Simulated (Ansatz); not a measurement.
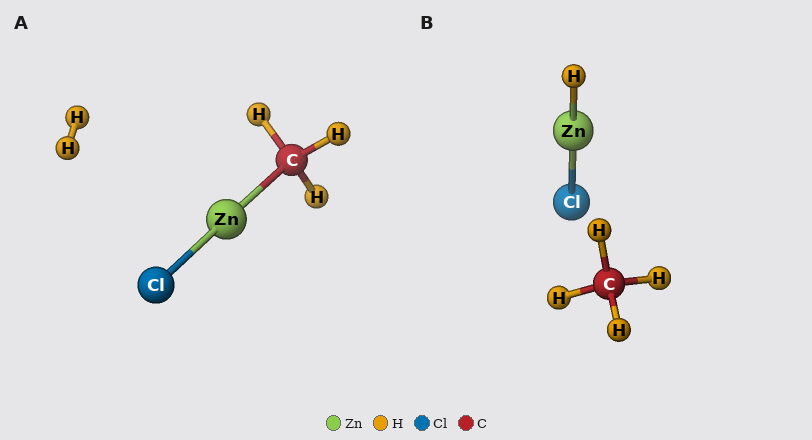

2 stationary structures of one formula. Geometries: PBE0-D4/def2-TZVP. Electronic energies: CCSD(T)/CBS estimate with 3s3p of Cu, Zn: MP2 correlation extrapolated from def2-TZVPP and def2-QZVPP, CCSD(T) minus MP2 from the smaller set (Ansatz 0.2.0), without zero-point energy. Each is one conformer, not always the lowest.

**Which is lowest in energy, and by how much?**

B is lowest (a minimum); A lies 8.7 kcal/mol above it (a minimum).

Give E(B) − E(A) in kcal/mol at these levels too: CAM-B3LYP-D4/def2-TZVPP; BHLYP-D4/def2-TZVPP; r2SCAN-D4/def2-TZVPP; PBE0-D4/def2-TZVP; B97M-V/def2-TZVPP; PBE-D4/def2-TZVPP; PBE-D4/STO-3G; direct RPA on PBE orbitals (frozen core) with 3s3p of Cu, Zn/def2-TZVPP.

```csv
level,E(B) − E(A) (kcal/mol)
CAM-B3LYP-D4/def2-TZVPP,−11.1
BHLYP-D4/def2-TZVPP,−12.0
r2SCAN-D4/def2-TZVPP,−9.9
PBE0-D4/def2-TZVP,−9.7
B97M-V/def2-TZVPP,−13.1
PBE-D4/def2-TZVPP,−8.9
PBE-D4/STO-3G,+1.9
"direct RPA on PBE orbitals (frozen core) with 3s3p of Cu, Zn/def2-TZVPP",−9.8
```
